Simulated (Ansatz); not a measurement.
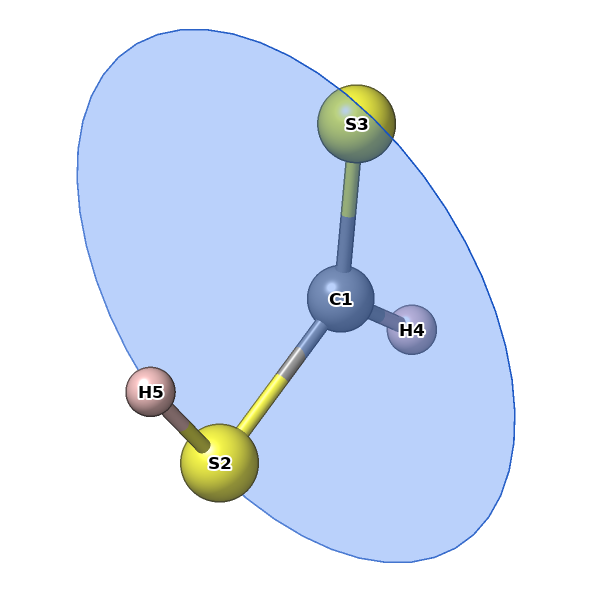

A disc through the centre of mass is drawn in. Depth is shown by fading: the farther an atom, the more it takes the colour of the background. The computed structure is the end point of a PBE-D4/def2-SVP optimisation. No frequency run is at hand to confirm it as a minimum.

Is the plane of the disc a mirror plane of the structure?

Answer. No. The point group is Cs, with 1 mirror plane, and this plane isn't one of its mirror planes.
